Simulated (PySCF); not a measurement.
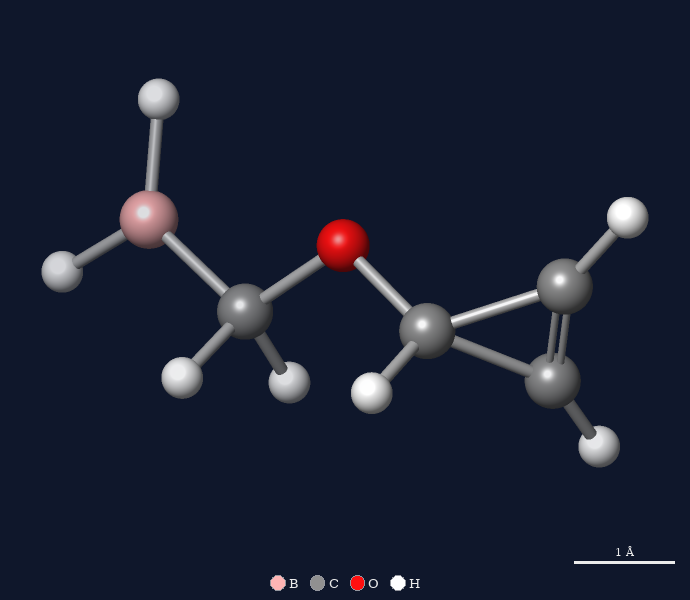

Multiple sticks mark multiple bonds (one Kekulé form).

What is the molecular formula?

Answer. C₄H₇BO, 13 atoms: 4 carbon, 7 hydrogen, 1 boron and 1 oxygen.

How many bonds of each kind are drawn?

Answer. 5 C–H, 3 C–C, 2 C–O, 2 B–H, 1 C–B.

Which point group does it belong to?

Answer. C1.

More results for the same structure follow; atom numbers are the same in all pictures, views and colours differ. Computed geometry: PBE0-D3(BJ)/def2-SVP optimisation. No frequency run is at hand to confirm it as a minimum.

**Levels of theory compared**

No frequency run is at hand to confirm it as a minimum. Program: PySCF 2.14.0.

Compare dipole (D), HOMO energy (eV), HOMO–LUMO gap (eV) at these levels: PBE0/6-31+G*; PBE0/aug-cc-pVDZ; PBE0/def2-SVP; PBE0/def2-TZVP; PBE0/def2-TZVPD.

| level | dipole (D) | HOMO energy (eV) | HOMO–LUMO gap (eV) |
| --- | --- | --- | --- |
| PBE0/6-31+G* | 1.77 | −7.30 | 6.02 |
| PBE0/aug-cc-pVDZ | 1.70 | −7.31 | 5.99 |
| PBE0/def2-SVP | 1.72 | −7.19 | 5.98 |
| PBE0/def2-TZVP | 1.69 | −7.31 | 6.02 |
| PBE0/def2-TZVPD | 1.70 | −7.34 | 6.03 |

**Excitation**

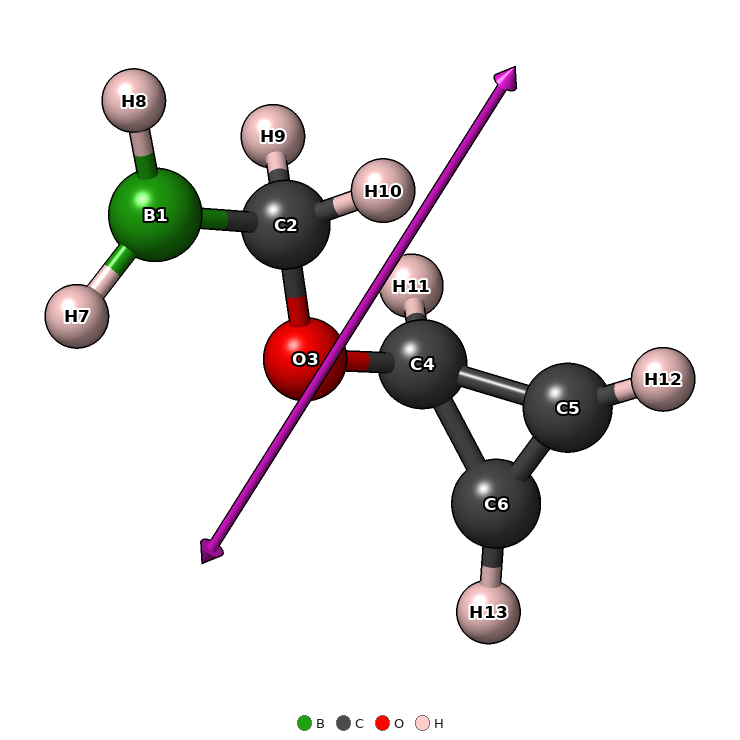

The double arrow shows the direction of the transition dipole to excited singlet state 8 (its length means nothing). No frequency run is at hand to confirm it as a minimum. Level of theory: TDDFT PBE0/def2-SVP, vertical, gas phase, core orbitals frozen in the response (PySCF 2.14.0).

How is the transition polarised?

Answer. Nearly parallel to the C5–C6 bond.

Give its energy, strength and character.

Answer. 7.27 eV (170 nm), oscillator strength 0.052, of mixed character, with the largest part HOMO−2 → LUMO+1 (weight 0.41); transition dipole 1.38 D.

**Core levels**

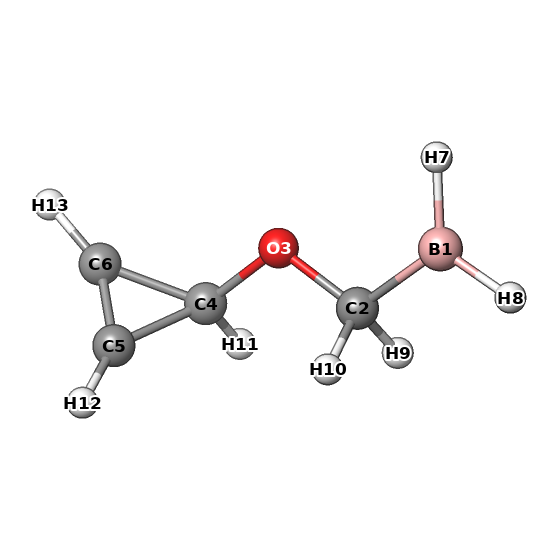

No frequency run is at hand to confirm it as a minimum. Level of theory: delta-SCF UKS PBE, pcX-2 on the ionised atom, pcseg-1 elsewhere, spin-free X2C (PySCF 2.14.0).

Give the core-electron binding energies (to vacuum) of B1 1s, C2 1s, O3 1s, C4 1s, C5 1s.

```csv
atom,level,binding energy (eV)
B1,1s,194.8
C2,1s,290.7
O3,1s,537.1
C4,1s,291.5
C5,1s,290.2
```

**Polarisability**

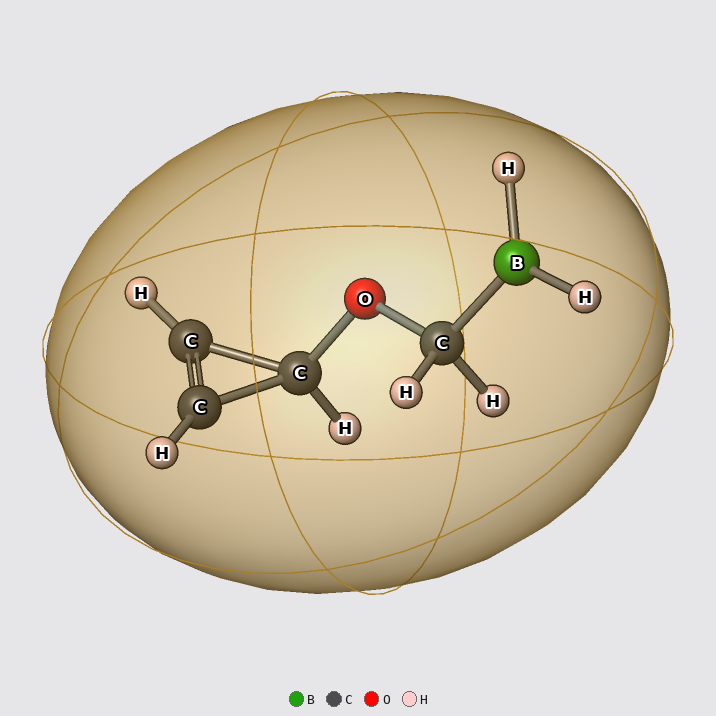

The ellipsoid shows the static dipole polarisability: its half-axes are proportional to the principal values. No frequency run is at hand to confirm it as a minimum. Computed with PBE0/aug-cc-pVDZ (PySCF 2.14.0).

How large and how anisotropic is the polarisability?

Answer. Principal values 55.4, 63.2, 81.7 bohr³; mean 66.8 bohr³ (9.89 Å³); anisotropy 23.4 bohr³, so the longest axis is 1.47 times the shortest.
